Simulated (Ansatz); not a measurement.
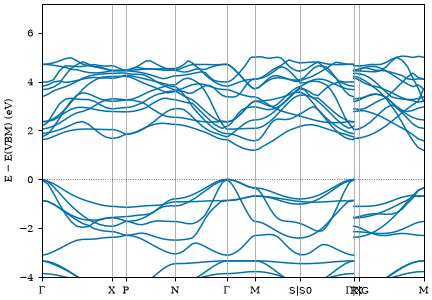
Fig. 1. Band structure from the program Ansatz at the r²SCAN level (PAW)

**Question.** Read off the gap and where the band edges lie.

**Answer.** About 1.2 eV (1.19 eV by a search for the band edges); maximum at Γ, minimum at M.

**Question.** Which of these materials gives this?
A. Ca4Bi2O, I4/mmm (Ca on 4e, Ca on 4c, Bi on 4e, O on 2b)
B. Nb2O5, I4/mmm (Pearson symbol tI112)
C. BaTe2, I4/mcm (Ba on 4a, Te on 8h)
D. Cs2NiO2, I4/mmm (Cs on 4e, Ni on 2a, O on 4e)

**Answer.** A, Ca4Bi2O, I4/mmm (Ca on 4e, Ca on 4c, Bi on 4e, O on 2b)

The workflow started from a Materials Project entry (that database holds measured and hypothetical structures alike); the Crystallography Open Database copy checked does not list it. Its standing as an ambient phase is unchecked. Symmetry was held in the r²SCAN relaxation; its stability against distortions is not shown here. Scalar-relativistic: spin–orbit coupling is off unless named, which matters more the heavier the elements.

Potentials: the later of the program's two PAW sets.
